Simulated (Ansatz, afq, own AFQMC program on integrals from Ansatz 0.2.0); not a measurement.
**ZrSiH3 (doublet): quantum Monte Carlo beside coupled cluster at distance Zr1–Si2 = 4.937 Å, def2-SVP**

How near does AFQMC come to the top of the ladder for ZrSiH3 (doublet)?

Program: Ansatz 0.2.0, Gaussian basis, and an in-house AFQMC program (afq) on its integrals; all values are calculated. Level of theory: def2-SVP, frozen cores. These are calculated values, not measurements.

To be run: CCSD(T) on UHF; PBE (unrestricted); CCSDT(Q) on UHF; PBE0 (unrestricted); B3LYP (unrestricted); B2PLYP (unrestricted); Phaseless AFQMC, CISD trial on UHF; Phaseless AFQMC, single-determinant trial on UHF.

10 further runs of the same task are left out: 10 that didn't finish.

## (1) The geometry

The geometry derives from a PBE0/def2-TZVP stationary point (not a proven minimum). One bond is set to the value named and the two fragments are kept rigid. No spin-orbit coupling is included. Elements past krypton take def2 core potentials.

5 atoms, charge 0, spin multiplicity 2.

Atoms are counted from 1 here; the program's logs count them from 0.

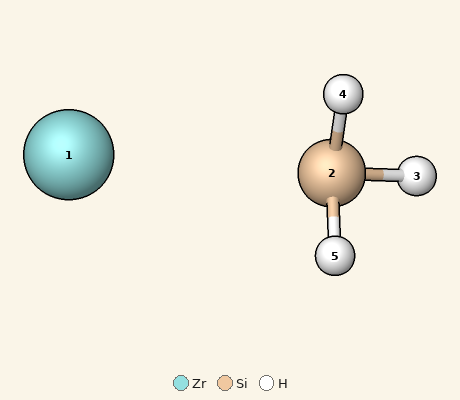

The structure; zirconium light teal, silicon light orange, hydrogen white; atoms are numbered from 1 in the order of the file.

## (2) CCSD(T) on UHF

File in.yaml:

```yaml
crystal:
  periodic: [false, false, false]
  atoms:
    - {symbol: Zr, position_ang: [0.022790, 0.000000, 4.301574]}
    - {symbol: Si, position_ang: [0.029505, 0.000000, -0.635421]}
    - {symbol: H, position_ang: [-1.394390, 0.000000, -1.114480]}
    - {symbol: H, position_ang: [0.671047, 1.194272, -1.275836]}
    - {symbol: H, position_ang: [0.671047, -1.194273, -1.275836]}
basis:
  gaussian: {orbitals: def2-SVP}
magnetization: {spin_polarized: true, initial_magnetization: 1}
correlation: {method: ccsd_t, electrons: outside_noble_gas, hamiltonian_folder: ham}
```

Launch:

```
> ansatz run in.yaml --threads 1 --pin off --events-out ev --progress --plain --max-ram 24576MiB --backend cuda --devices 0, --max-vram 18GiB
```

Standard output, cut to the lines that bear on the results:

```text
Functional definition: HF
  name "HF"
  cite "Fock, Z. Phys. 61, 126 (1930) doi:10.1007/BF01340294"
  parent pbe
[...]
652 factors; integrals over basis functions are off by at most 1.1e-3 eV
[...]
mean field -9169.21745370 eV, -336.9625263047 hartree, gradient 1.5e-10 eV, S^2 1.790077; 63 other end points of the search recorded, 0 dependent functions left out
determinant -9169.21745370 eV, -336.9625263047 hartree, with singles and doubles -9173.78616295 eV, -337.1304232728 hartree
determinant -9169.21744306 eV, -336.9625259135 hartree, with singles and doubles -9173.78615735 eV, -337.1304230670 hartree
determinant -9169.21558750 eV, -336.9624577229 hartree, with singles and doubles -9173.78260929 eV, -337.1302926783 hartree
determinant -9169.21544651 eV, -336.9624525417 hartree, with singles and doubles -9173.78248804 eV, -337.1302882222 hartree
determinant -9169.21540869 eV, -336.9624511521 hartree, with singles and doubles -9173.78245132 eV, -337.1302868730 hartree
determinant -9169.03155240 eV, -336.9556945579 hartree, with singles and doubles -9173.66837083 eV, -337.1260944924 hartree
determinant -9169.03151298 eV, -336.9556931094 hartree, with singles and doubles -9173.66831129 eV, -337.1260923042 hartree
determinant -9169.02043598 eV, -336.9552860368 hartree, with singles and doubles -9173.65799081 eV, -337.1257130336 hartree
[...]
determinant -9168.66640882 eV, -336.9422757789 hartree, with singles and doubles -9173.49775518 eV, -337.1198244828 hartree
determinant -9168.66617975 eV, -336.9422673607 hartree, with singles and doubles -9173.49775558 eV, -337.1198244974 hartree
determinant -9168.66165430 eV, -336.9421010533 hartree, with singles and doubles -9173.50989592 eV, -337.1202706467 hartree
determinant -9168.66163896 eV, -336.9421004898 hartree, with singles and doubles -9173.50990626 eV, -337.1202710267 hartree
determinant -9168.65461540 eV, -336.9418423786 hartree, with singles and doubles -9173.51635646 eV, -337.1205080673 hartree
determinant -9168.65460303 eV, -336.9418419241 hartree, with singles and doubles -9173.51637781 eV, -337.1205088516 hartree
determinant -9168.64631928 eV, -336.9415375019 hartree, with singles and doubles -9173.41312488 eV, -337.1167143767 hartree
determinant -9168.64621314 eV, -336.9415336014 hartree, with singles and doubles -9173.41298571 eV, -337.1167092621 hartree
determinant -9168.62985519 eV, -336.9409324575 hartree, with singles and doubles -9173.50360143 eV, -337.1200393286 hartree
9 core orbitals not correlated: weight in the atoms' cores, before any rotation towards them, 0.999 or more for the frozen orbitals, at most 0.000 for the correlated occupied ones
reference -9169.21745370 eV, -336.9625263047 hartree; 6, 5 occupied and 49, 50 virtual orbitals, 652 factors
second order -3.51270680 eV of doubles, -0.00000000 eV of singles
cycle   1  -4.57054688 eV  change   -2.3e-6 eV  update   7.2e-6
perturbative correction -0.11132911 eV, -0.0040912693 hartree
Total energy: -9173.89932969 eV, -337.1345820738 hartree
```

It took 90 s on 1 × NVIDIA H100 80GB HBM3 with 1 thread of AMD EPYC 7R13 (Zen 3), shared host; peak host memory 1.6 GiB.

From the report: ⟨S²⟩ of the determinant 1.790 (pure doublet: 0.75); correlation -4.6819 eV; T1 0.023; largest double amplitude 0.09. The determinant is far from a pure spin state, so its energy mixes those of several spin states (harmless only where they are near-degenerate, as at dissociation).

This run also writes the integrals to the folder ham.

## (3) PBE (unrestricted)

in.yaml: that of step 2 with these lines changed.

```diff
@@ -11,2 +11,3 @@
 magnetization: {spin_polarized: true, initial_magnetization: 1}
-correlation: {method: ccsd_t, electrons: outside_noble_gas, hamiltonian_folder: ham}
+hamiltonian: {xc: {name: PBE}}
+output: {orbitals: {seedname: orbitals}}
```

Launch:

```
> ansatz run in.yaml --threads 1 --pin off --events-out ev --progress --plain --max-ram 8192MiB --backend cpu
```

Standard output, cut to the lines that bear on the results:

```text
Functional definition: PBE
  name "PBE"
  cite "Perdew, Burke & Ernzerhof, Phys. Rev. Lett. 77, 3865 (1996) doi:10.1103/PhysRevLett.77.3865"
  parent pbe
[...]
648 factors; their error is unknown
[...]
mean field -9193.76715826 eV, -337.8647113068 hartree, gradient 1.2e-6 eV, S^2 2.111453; 21 other end points of the search recorded, 0 dependent functions left out
reference -9193.76720194 eV, -337.8647129122 hartree; 15, 14 occupied and 49, 50 virtual orbitals, 648 factors
Total energy: -9193.76720194 eV, -337.8647129122 hartree
```

It took 2.7 min on 1 thread of AMD EPYC 7R13 (Zen 3), shared host; peak memory 1.6 GiB.

From the report: ⟨S²⟩ of the determinant 2.111 (pure doublet: 0.75). The determinant is far from a pure spin state, so its energy mixes those of several spin states (harmless only where they are near-degenerate, as at dissociation).

## (4) CCSDT(Q) on UHF

in.yaml: that of step 3 with these lines changed.

```diff
@@ -11,3 +11,2 @@
 magnetization: {spin_polarized: true, initial_magnetization: 1}
-hamiltonian: {xc: {name: PBE}}
-output: {orbitals: {seedname: orbitals}}
+correlation: {method: ccsdt_q, electrons: outside_noble_gas}
```

Launch:

```
> ansatz run in.yaml --threads 1 --pin off --events-out ev --progress --plain --max-ram 24576MiB --backend cuda --devices 0, --max-vram 18GiB
```

Standard output, cut to the lines that bear on the results:

```text
Functional definition: HF
  name "HF"
  cite "Fock, Z. Phys. 61, 126 (1930) doi:10.1007/BF01340294"
  parent pbe
[...]
1083 factors; integrals over basis functions are off by at most 1.9e-7 eV
[...]
mean field -9169.21747227 eV, -336.9625269870 hartree, gradient 2.7e-10 eV, S^2 1.790076; 67 other end points of the search recorded, 0 dependent functions left out
determinant -9169.21747227 eV, -336.9625269870 hartree, with singles and doubles -9173.78617367 eV, -337.1304236667 hartree
determinant -9169.21746158 eV, -336.9625265943 hartree, with singles and doubles -9173.78616834 eV, -337.1304234707 hartree
determinant -9169.21560572 eV, -336.9624583927 hartree, with singles and doubles -9173.78262000 eV, -337.1302930720 hartree
determinant -9169.21546753 eV, -336.9624533142 hartree, with singles and doubles -9173.78245922 eV, -337.1302871633 hartree
[...]
determinant -9168.64635248 eV, -336.9415387220 hartree, with singles and doubles -9173.41314427 eV, -337.1167150892 hartree
determinant -9168.64624635 eV, -336.9415348217 hartree, with singles and doubles -9173.41301604 eV, -337.1167103769 hartree
determinant -9168.62988055 eV, -336.9409333895 hartree, with singles and doubles -9173.50362107 eV, -337.1200400501 hartree
9 core orbitals not correlated: weight in the atoms' cores, before any rotation towards them, 0.999 or more for the frozen orbitals, at most 0.000 for the correlated occupied ones
reference -9169.21747227 eV, -336.9625269870 hartree; 6, 5 occupied and 49, 50 virtual orbitals, 1083 factors
second order -3.51273152 eV of doubles, -0.00000000 eV of singles
cycle   1  -4.23091409 eV  change   -7.2e-1 eV  update   9.0e-2
[...]
cycle   5  -4.72847111 eV  change   -3.8e-8 eV  update   6.3e-7
perturbative correction -0.00310081 eV, -0.0001139526 hartree
Total energy: -9173.94904418 eV, -337.1364090476 hartree
```

It took 85 s on 1 × NVIDIA H100 80GB HBM3 with 1 thread of AMD EPYC 7R13 (Zen 3), shared host; peak host memory 1.6 GiB.

From the report: ⟨S²⟩ of the determinant 1.790 (pure doublet: 0.75); correlation -4.7316 eV; T1 0.025; largest double amplitude 0.09. The determinant is far from a pure spin state, so its energy mixes those of several spin states (harmless only where they are near-degenerate, as at dissociation).

## (5) PBE0 (unrestricted)

in.yaml: that of step 4 with these lines changed.

```diff
@@ -11,2 +11,3 @@
 magnetization: {spin_polarized: true, initial_magnetization: 1}
-correlation: {method: ccsdt_q, electrons: outside_noble_gas}
+hamiltonian: {xc: {name: PBE0}}
+output: {orbitals: {seedname: orbitals}}
```

Launch:

```
> ansatz run in.yaml --threads 1 --pin off --events-out ev --progress --plain --max-ram 8192MiB --backend cpu
```

Standard output, cut to the lines that bear on the results:

```text
Functional definition: PBE0
  name "PBE0"
  cite "Adamo & Barone, J. Chem. Phys. 110, 6158 (1999) doi:10.1063/1.478522"
  cite "Perdew, Burke & Ernzerhof, Phys. Rev. Lett. 77, 3865 (1996) doi:10.1103/PhysRevLett.77.3865"
  parent pbe
[...]
652 factors; integrals over basis functions are off by at most 1.1e-3 eV
[...]
mean field -9194.11740769 eV, -337.8775827360 hartree, gradient 8.4e-6 eV, S^2 2.031575; 19 other end points of the search recorded, 0 dependent functions left out
reference -9194.11744045 eV, -337.8775839400 hartree; 15, 14 occupied and 49, 50 virtual orbitals, 652 factors
Total energy: -9194.11744045 eV, -337.8775839400 hartree
```

It took 2.6 min on 1 thread of AMD EPYC 7R13 (Zen 3), shared host; peak memory 1.6 GiB.

From the report: ⟨S²⟩ of the determinant 2.032 (pure doublet: 0.75). The determinant is far from a pure spin state, so its energy mixes those of several spin states (harmless only where they are near-degenerate, as at dissociation).

## (6) B3LYP (unrestricted)

in.yaml: that of step 5 with these lines changed.

```diff
@@ -11,3 +11,2 @@
 magnetization: {spin_polarized: true, initial_magnetization: 1}
-hamiltonian: {xc: {name: PBE0}}
-output: {orbitals: {seedname: orbitals}}
+hamiltonian: {xc: {name: B3LYP}}
```

The command is unchanged.

Standard output, cut to the lines that bear on the results:

```text
Functional definition: B3LYP
  name "B3LYP"
  cite "Stephens, Devlin, Chabalowski & Frisch, J. Phys. Chem. 98, 11623 (1994) doi:10.1021/j100096a001"
  cite "Becke, Phys. Rev. A 38, 3098 (1988) doi:10.1103/PhysRevA.38.3098"
  cite "Lee, Yang & Parr, Phys. Rev. B 37, 785 (1988) doi:10.1103/PhysRevB.37.785"
  cite "Vosko, Wilk & Nusair, Can. J. Phys. 58, 1200 (1980) doi:10.1139/p80-159"
[...]
652 factors; integrals over basis functions are off by at most 1.1e-3 eV
[...]
mean field -9199.21377721 eV, -338.0648708614 hartree, gradient 6.8e-7 eV, S^2 1.719579; 22 other end points of the search recorded, 0 dependent functions left out
reference -9199.21403109 eV, -338.0648801913 hartree; 15, 14 occupied and 49, 50 virtual orbitals, 652 factors
Total energy: -9199.21403109 eV, -338.0648801913 hartree
```

Wall time 2.2 min (1 thread of AMD EPYC 7R13 (Zen 3), shared host); peak memory 1.6 GiB.

From the report: ⟨S²⟩ of the determinant 1.720 (pure doublet: 0.75). The determinant is far from a pure spin state, so its energy mixes those of several spin states (harmless only where they are near-degenerate, as at dissociation).

## (7) B2PLYP (unrestricted)

in.yaml: that of step 6 with these lines changed.

```diff
@@ -11,2 +11,3 @@
 magnetization: {spin_polarized: true, initial_magnetization: 1}
-hamiltonian: {xc: {name: B3LYP}}
+hamiltonian: {xc: {name: B2PLYP}}
+correlation: {electrons: outside_noble_gas}
```

Same command.

Standard output, cut to the lines that bear on the results:

```text
Functional definition: B2PLYP
  name "B2PLYP"
  cite "Grimme, J. Chem. Phys. 124, 034108 (2006) doi:10.1063/1.2148954"
  cite "Becke, Phys. Rev. A 38, 3098 (1988) doi:10.1103/PhysRevA.38.3098"
  cite "Lee, Yang & Parr, Phys. Rev. B 37, 785 (1988) doi:10.1103/PhysRevB.37.785"
[...]
652 factors; integrals over basis functions are off by at most 1.1e-3 eV
[...]
mean field -9188.82336644 eV, -337.6830303087 hartree, gradient 2.9e-10 eV, S^2 1.748223; 17 other end points of the search recorded, 0 dependent functions left out
9 core orbitals not correlated: weight in the atoms' cores, before any rotation towards them, 1.000 or more for the frozen orbitals, at most 0.000 for the correlated occupied ones
reference -9188.82352675 eV, -337.6830361997 hartree; 6, 5 occupied and 49, 50 virtual orbitals, 652 factors
second order -4.52620448 eV of doubles, -0.00000000 eV of singles
Total energy: -9190.04560196 eV, -337.7279466354 hartree
```

It took 3.9 min on 1 thread of AMD EPYC 7R13 (Zen 3), shared host; peak memory 1.6 GiB.

From the report: ⟨S²⟩ of the determinant 1.748 (pure doublet: 0.75). The determinant is far from a pure spin state, so its energy mixes those of several spin states (harmless only where they are near-degenerate, as at dissociation).

## (8) Phaseless AFQMC, CISD trial on UHF

It reads the integrals that the CCSD(T) run on this determinant wrote.

Launch:

```
> afq ham --method phaseless --trial cisd --walkers 4000 --populations 20 --least-time 60 --time-step 0.005 --steps-per-block 50 --equilibration-blocks 40 --max-blocks 4000 --target-error 0.0004 --factor-cut 1e-05 --start spin_pure --seed 3574 --release-times 0.24,0.6,1.2,2,3,4.2 --release-step 0.04 --release-every 3 --taylor-order 6
```

Standard output:

```text
orbitals 55  electrons 6 5  factors 418 of 652
reference energy -336.96252630 Eh
CCSD correlation -0.16796430 Eh in 26 cycles, weight of the determinant in the CISD state 0.8530
energy of the start -337.125852 Eh
 block  time / (1/Eh)  mean weight  energy / Eh
     1     0.250  0.9999  -337.125372
     2     0.500  0.9999  -337.126567
     3     0.750  0.9999  -337.127941
     4     1.000  0.9999  -337.129195
     5     1.250  1.0000  -337.130305
     6     1.500  0.9999  -337.131421
     7     1.750  1.0000  -337.132132
     8     2.000  0.9999  -337.132727
     9     2.250  0.9999  -337.133414
    10     2.500  0.9998  -337.133947
    11     2.750  1.0000  -337.134151
    13     3.250  0.9999  -337.134708
    15     3.750  1.0000  -337.134738
    17     4.250  0.9998  -337.135065
    19     4.750  1.0002  -337.135206
    21     5.250  1.0001  -337.135005
    23     5.750  1.0000  -337.135612
    25     6.250  0.9999  -337.135730
    27     6.750  1.0003  -337.135725
    29     7.250  1.0001  -337.135403
    31     7.750  0.9996  -337.135921
    33     8.250  0.9997  -337.135622
    35     8.750  0.9999  -337.135995
    37     9.250  1.0001  -337.135643
    39     9.750  0.9999  -337.135372
    41    10.250  0.9998  -337.135390
    43    10.750  1.0001  -337.135733
    45    11.250  1.0001  -337.135747
    47    11.750  1.0001  -337.135484
    49    12.250  0.9998  -337.135603
    51    12.750  1.0000  -337.135939
    53    13.250  1.0001  -337.135932
    55    13.750  1.0001  -337.135499
    57    14.250  0.9998  -337.135563
    59    14.750  0.9993  -337.135573
    61    15.250  1.0003  -337.135303
    63    15.750  0.9998  -337.135784
    65    16.250  0.9999  -337.134916
    67    16.750  1.0000  -337.135493
    69    17.250  1.0000  -337.135074
    71    17.750  1.0001  -337.134954
    73    18.250  0.9998  -337.135144
    75    18.750  0.9993  -337.134974
    77    19.250  1.0003  -337.134834
    79    19.750  0.9997  -337.135991
    81    20.250  1.0003  -337.134669
    83    20.750  1.0000  -337.135099
    85    21.250  1.0001  -337.134933
    87    21.750  1.0000  -337.135398
    89    22.250  0.9998  -337.134909
error from the spread of 20 populations
released: time / (1/Eh)  energy / Eh  error  mean overlap
  0.24  -337.135531  0.000133  0.9987
  0.60  -337.135778  0.000099  1.0005
  1.20  -337.135985  0.000237  1.0008
  2.00  -337.136183  0.000113  1.0014
  3.00  -337.136510  0.000196  0.9933
  4.20  -337.136591  0.000395  0.9851
energy -337.135356 +/- 0.000116 Eh
```

Run time: 19 min. Hardware: 1 × NVIDIA H100 80GB HBM3 with 2 threads of AMD EPYC 7R13 (Zen 3), shared host; peak host memory 1.6 GiB.

Energy -9173.9204 ± 0.0032 eV. Caveats: constraint bias not in the error.

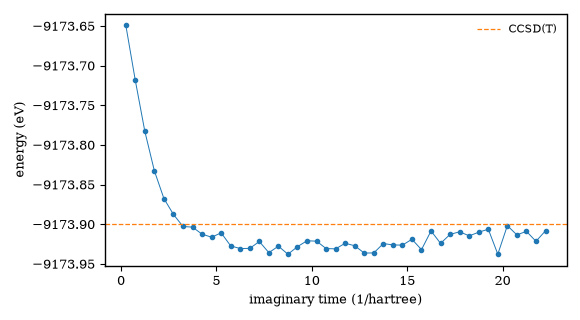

Block energies along the walk.

## (9) Phaseless AFQMC, single-determinant trial on UHF

It reads the integrals that the CCSD(T) run on this determinant wrote.

Launch:

```
> afq ham --method phaseless --trial hf --walkers 4000 --populations 20 --least-time 40 --time-step 0.005 --steps-per-block 20 --equilibration-blocks 160 --max-blocks 4000 --target-error 0.002 --factor-cut 1e-05 --start spin_pure --seed 2224 --taylor-order 6
```

Standard output:

```text
orbitals 55  electrons 6 5  factors 418 of 652
reference energy -336.96252630 Eh
CCSD correlation -0.16796430 Eh in 26 cycles, weight of the determinant in the CISD state 0.8530
energy of the start -336.962986 Eh
 block  time / (1/Eh)  mean weight  energy / Eh
     1     0.100  1.0004  -336.989678
     2     0.200  1.0007  -337.010345
     3     0.300  1.0008  -337.027236
     4     0.400  1.0009  -337.041224
     5     0.500  1.0006  -337.052842
     6     0.600  1.0008  -337.062616
     7     0.700  1.0005  -337.071450
     8     0.800  1.0004  -337.078709
     9     0.900  1.0001  -337.084050
    10     1.000  1.0003  -337.089366
    13     1.300  1.0000  -337.100310
    19     1.900  1.0001  -337.116135
    25     2.500  1.0002  -337.123816
    31     3.100  0.9997  -337.129200
    37     3.700  0.9998  -337.133039
    43     4.300  1.0002  -337.132377
    49     4.900  1.0000  -337.130481
    55     5.500  1.0002  -337.133421
    61     6.100  1.0001  -337.134518
    67     6.700  0.9998  -337.133180
    73     7.300  1.0002  -337.134076
    79     7.900  1.0002  -337.136105
    85     8.500  0.9996  -337.135122
    91     9.100  0.9999  -337.134214
    97     9.700  0.9999  -337.134504
   103    10.300  0.9998  -337.135214
   109    10.900  1.0000  -337.133645
   115    11.500  0.9997  -337.135403
   121    12.100  0.9997  -337.132477
   127    12.700  1.0000  -337.135742
   133    13.300  0.9999  -337.133391
   139    13.900  1.0000  -337.133778
   145    14.500  1.0004  -337.133190
   151    15.100  0.9998  -337.133637
   157    15.700  0.9998  -337.134843
   163    16.300  1.0004  -337.132862
   169    16.900  1.0004  -337.133674
   175    17.500  0.9998  -337.132737
   181    18.100  0.9999  -337.132157
   187    18.700  1.0002  -337.132915
   193    19.300  0.9997  -337.135834
   199    19.900  1.0001  -337.137336
   205    20.500  0.9999  -337.135979
   211    21.100  1.0000  -337.134591
   217    21.700  0.9999  -337.132464
   223    22.300  0.9991  -337.130651
   229    22.900  1.0003  -337.131272
   235    23.500  0.9997  -337.133636
error from the spread of 20 populations
energy -337.133420 +/- 0.000725 Eh
```

Wall time 56 s (1 × NVIDIA H100 80GB HBM3 with 2 threads of AMD EPYC 7R13 (Zen 3), shared host); peak host memory 1.6 GiB.

Energy -9173.8677 ± 0.0197 eV. Caveats: constraint bias not in the error.

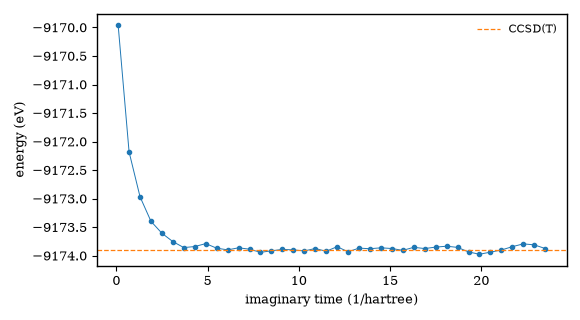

Block energies along the walk.

## (10) All levels side by side

On the UHF determinant, counted from CCSDT(Q) (a yardstick, not exact):

```
                                                              level  energy (eV)  from CCSDT(Q) (kcal/mol)  statistical error (kcal/mol)    time
                                                                 HF   -9169.2175                   +109.11                                      
                                                                MP2   -9172.7302                    +28.11                                      
                                                               CCSD   -9173.7880                     +3.71                                      
                                                            CCSD(T)   -9173.8993                     +1.15                                      
                                                           CCSDT(Q)   -9173.9490                      0.00                                      
              Phaseless AFQMC, CISD trial, step 0.005, 4000 walkers   -9173.9204                     +0.66                          0.07  19 min
Phaseless AFQMC, single-determinant trial, step 0.005, 4000 walkers   -9173.8677                     +1.88                          0.46    56 s
```

The functionals' totals stand on their own zeros and serve differences with other points: PBE -9193.767 eV; PBE0 -9194.117 eV; B3LYP -9199.214 eV; B2PLYP -9190.046 eV.

## (11) Summary of results

| quantity | value |
| --- | --- |
| CCSD(T) on UHF from CCSDT(Q) | +1.15 kcal/mol |
| Phaseless AFQMC, CISD trial on UHF from CCSDT(Q) | +0.66 ± 0.07 kcal/mol |
| Phaseless AFQMC, single-determinant trial on UHF from CCSDT(Q) | +1.88 ± 0.46 kcal/mol |

On UHF the phaseless walk with the CISD trial lies +0.66 kcal/mol from CCSDT(Q), 9 times its error bar. Error bars are statistical and leave out the constraint, the time step and what remains of the start. Zr carries a core potential, and spin-orbit coupling is left out.
